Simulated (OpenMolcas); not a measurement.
# One shape, several levels: triplet GeSiH4O

We compute a comparison of 6 runs (UHF/def2-SVP, U-revPBE/def2-SVP, UBHLYP/def2-SVP, UM06-2X/def2-SVP, UM06-L/def2-SVP, UPBE0/def2-SVP) of triplet GeSiH4O. 

The calculation is run with OpenMolcas 26.06.

### 1 The molecule

The species is GeSiH4O (7 atoms), meant as a triplet with charge 0. As SMILES of the parent species, `[SiH3][O][GeH]`. The coordinates come from a PBE0-D4/def2-TZVP relaxation. This is one conformer, not always the lowest. That shape belongs to the parent species and isn't relaxed for this state.

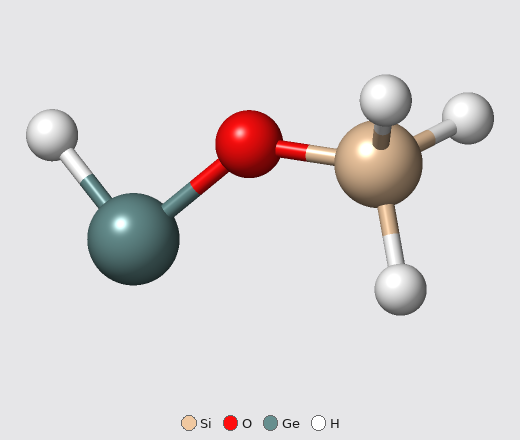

Viewed from a chosen angle; silicon light orange, oxygen red, germanium teal, hydrogen white.

### 2 A single-point energy at UHF/def2-SVP (run 1)

input.xyz

```xyz
7

Si    -0.741700     0.650900    -0.296500
O      0.533500    -0.139300     0.373700
Ge     1.261400    -1.756200     0.134200
H     -1.409200    -0.197600    -1.323800
H     -0.260900     1.901300    -0.937500
H     -1.722500     0.988100     0.766400
H      2.400800    -1.515100     1.238000
```

mol.inp

```
&GATEWAY
BasLib=$CurrDir
Coord=input.xyz
Basis=def2-SVP
Group=NoSym
&SEWARD
&SCF
UHF
Spin=3
Thresholds=1e-10 1e-07 1e-07 1e-05
PrOrbitals=1
```

The basis set def2-SVP is read from a file made from the Basis Set Exchange's data (not shown).

Command:

```bash
$ export MOLCAS_MEM=1860
$ pymolcas mol.inp > mol.log
```

Standard output:

```text
--- Start Module: gateway ---
[...]
--- Stop Module: gateway /rc=_RC_ALL_IS_WELL_ ---
--- Start Module: seward ---
[...]
      Basis functions           84
--- Stop Module: seward /rc=_RC_ALL_IS_WELL_ ---
[...]
--- Start Module: scf ---
[...]
       Convergence after  22 Iterations
[...]
::    Total SCF energy                              -2441.0499391754
[...]
      Total spin, S                                     1.0043344407
[...]
      Total electronic charge=   58.000000
      Total            charge=   -0.000000
[...]
      Dipole Moment (debye):
      Origin of the operator (angstrom)=    0.6564   -0.9240    0.0602
                   X=  3.7246E-02               Y= -1.5775E+00               Z= -8.0975E-01           Total=  1.7736E+00
      Quadrupole Moment (debye*angstrom):
[...]
--- Stop Module: scf /rc=_RC_ALL_IS_WELL_ ---
[...]
```

Run time: 14 s. Hardware: 1 thread of AMD EPYC 7R43 (Zen 3), shared host; peak memory 0.46 GiB.

### 3 A single-point energy at U-revPBE/def2-SVP (run 2)

run.input

```
&GATEWAY
BASLIB = $CurrDir
COORD
7
angstrom
Si      -0.741700       0.650900      -0.296500
O        0.533500      -0.139300       0.373700
Ge       1.261400      -1.756200       0.134200
H       -1.409200      -0.197600      -1.323800
H       -0.260900       1.901300      -0.937500
H       -1.722500       0.988100       0.766400
H        2.400800      -1.515100       1.238000
BASIS = def2-SVP
GROUP = NoSym
&SEWARD
GRIDINPUT
Grid=UltraFine
End of Grid
&SCF
UHF
SPIN = 3
KSDFT = revPBE
THRESHOLDS = 1e-10 1e-07 1e-07 1e-05
PRORBITALS = 1
```

The basis set def2-SVP is read from a file made from the Basis Set Exchange's data (not shown).

Command:

```bash
$ export MOLCAS_MEM=1860
$ pymolcas run.input > run.log
```

Standard output:

```text
--- Start Module: gateway ---
[...]
--- Stop Module: gateway /rc=_RC_ALL_IS_WELL_ ---
--- Start Module: seward ---
[...]
      Basis functions           84
--- Stop Module: seward /rc=_RC_ALL_IS_WELL_ ---
[...]
--- Start Module: scf ---
[...]
       Convergence after  23 Iterations
[...]
::    Total KS-DFT energy                           -2443.4106271747
[...]
      Total spin, S                                     1.0008823715
[...]
      Total electronic charge=   58.000000
      Total            charge=   -0.000000
[...]
      Dipole Moment (debye):
      Origin of the operator (angstrom)=    0.6564   -0.9240    0.0602
                   X= -6.6186E-02               Y= -6.5536E-01               Z= -4.0663E-01           Total=  7.7410E-01
      Quadrupole Moment (debye*angstrom):
[...]
--- Stop Module: scf /rc=_RC_ALL_IS_WELL_ ---
[...]
```

It took 48 s on 1 thread of AMD EPYC 7R43 (Zen 3), shared host; peak memory 0.46 GiB.

### 4 The energy at UBHLYP/def2-SVP (run 3)

job.input

```
>>> EXPORT MOLCAS_PRINT=2

&GATEWAY
 BasLib=$CurrDir
 Coord
 7
 angstrom
 Si      -0.741700       0.650900      -0.296500
 O        0.533500      -0.139300       0.373700
 Ge       1.261400      -1.756200       0.134200
 H       -1.409200      -0.197600      -1.323800
 H       -0.260900       1.901300      -0.937500
 H       -1.722500       0.988100       0.766400
 H        2.400800      -1.515100       1.238000
 Basis=def2-SVP
 Group=NoSym

&SEWARD
 GridInput
 Grid=UltraFine
 End of Grid

&SCF
 UHF
 Spin=3
 KSDFT=HYB_GGA_XC_BHANDHLYP
 Thresholds=1e-10 1e-07 1e-07 1e-05
 PrOrbitals=1 2
```

The basis set def2-SVP is read from a file made from the Basis Set Exchange's data (not shown).

Command:

```bash
$ export MOLCAS_MEM=1860
$ pymolcas job.input > job.log
```

Standard output:

```text
--- Start Module: gateway ---
[...]
--- Stop Module: gateway /rc=_RC_ALL_IS_WELL_ ---
--- Start Module: seward ---
[...]
      Basis functions           84
--- Stop Module: seward /rc=_RC_ALL_IS_WELL_ ---
[...]
--- Start Module: scf ---
[...]
       Convergence after  19 Iterations
[...]
::    Total KS-DFT energy                           -2443.5989794929
[...]
      Total spin, S                                     1.0030077074
[...]
      Total electronic charge=   58.000000
      Total            charge=   -0.000000
[...]
      Dipole Moment (debye):
      Origin of the operator (angstrom)=    0.6564   -0.9240    0.0602
                   X=  5.4301E-02               Y= -1.1172E+00               Z= -5.4971E-01           Total=  1.2463E+00
      Quadrupole Moment (debye*angstrom):
[...]
--- Stop Module: scf /rc=_RC_ALL_IS_WELL_ ---
[...]
```

Run time: 44 s. Hardware: 1 thread of AMD EPYC 7R43 (Zen 3), shared host; peak memory 0.46 GiB.

Runs 4 to 5 aren't shown in full; the table further down has their settings and results.

### 5 The energy at UPBE0/def2-SVP (run 6)

test.input

```
&GATEWAY
 BASLIB=$CurrDir
 COORD
 7
 angstrom
 Si      -0.741700       0.650900      -0.296500
 O        0.533500      -0.139300       0.373700
 Ge       1.261400      -1.756200       0.134200
 H       -1.409200      -0.197600      -1.323800
 H       -0.260900       1.901300      -0.937500
 H       -1.722500       0.988100       0.766400
 H        2.400800      -1.515100       1.238000
 BASIS=def2-SVP
 GROUP=NoSym

&SEWARD
 GRIDINPUT
 Grid=UltraFine
 End of Grid

&SCF
 UHF
 SPIN=3
 KSDFT=PBE0
 THRESHOLDS=1e-10 1e-07 1e-07 1e-05
 PRORBITALS=0
```

The basis set def2-SVP is read from a file made from the Basis Set Exchange's data (not shown).

Command:

```bash
$ export MOLCAS_MEM=1860
$ pymolcas test.input > test.log
```

Standard output:

```text
--- Start Module: gateway ---
[...]
--- Stop Module: gateway /rc=_RC_ALL_IS_WELL_ ---
--- Start Module: seward ---
[...]
      Basis functions           84
--- Stop Module: seward /rc=_RC_ALL_IS_WELL_ ---
[...]
--- Start Module: scf ---
[...]
       Convergence after  22 Iterations
[...]
::    Total KS-DFT energy                           -2443.1876775246
[...]
      Total spin, S                                     1.0016032608
[...]
      Total electronic charge=   58.000000
      Total            charge=   -0.000000
[...]
      Dipole Moment (debye):
      Origin of the operator (angstrom)=    0.6564   -0.9240    0.0602
                   X=  2.3593E-02               Y= -9.1402E-01               Z= -4.6767E-01           Total=  1.0270E+00
      Quadrupole Moment (debye*angstrom):
[...]
--- Stop Module: scf /rc=_RC_ALL_IS_WELL_ ---
[...]
```

Run time: 48 s. Hardware: 1 thread of AMD EPYC 7R43 (Zen 3), shared host; peak memory 0.46 GiB.

### 6 Overview of the runs

```csv
run,level,integration grid,energy (Eh),dipole moment (D),HOMO energy (eV),LUMO energy (eV),wall time
1,UHF/def2-SVP,–,-2441.049939,1.77,-7.74,-0.57,14 s
2,U-revPBE/def2-SVP,UltraFine,-2443.410627,0.77,-3.75,–,48 s
3,UBHLYP/def2-SVP,UltraFine,-2443.598979,1.25,-5.75,-3.67,44 s
4,UM06-2X/def2-SVP,UltraFine,-2443.616281,1.28,-5.89,-3.90,58 s
5,UM06-L/def2-SVP,UltraFine,-2443.582582,0.74,-3.84,–,69 s
6,UPBE0/def2-SVP,UltraFine,-2443.187678,1.03,-4.91,-4.48,48 s
```

### 7 Summary of results

| quantity | value |
| --- | --- |
| run 6: total energy | -2443.18768 Eh |
| run 6: dipole moment | 1.03 D |
| run 6: HOMO energy (highest over α and β) | -4.91 eV |
| run 6: LUMO energy (lowest over α and β) | -4.48 eV |
| run 6: ⟨S²⟩ | 2.005 |

In words: The dipole moment (its size) runs from 0.74 D (UM06-L/def2-SVP) to 1.77 D (UHF/def2-SVP). Totals of different functionals can't be ranked against each other. All runs together took 4.7 min, the longest 69 s.
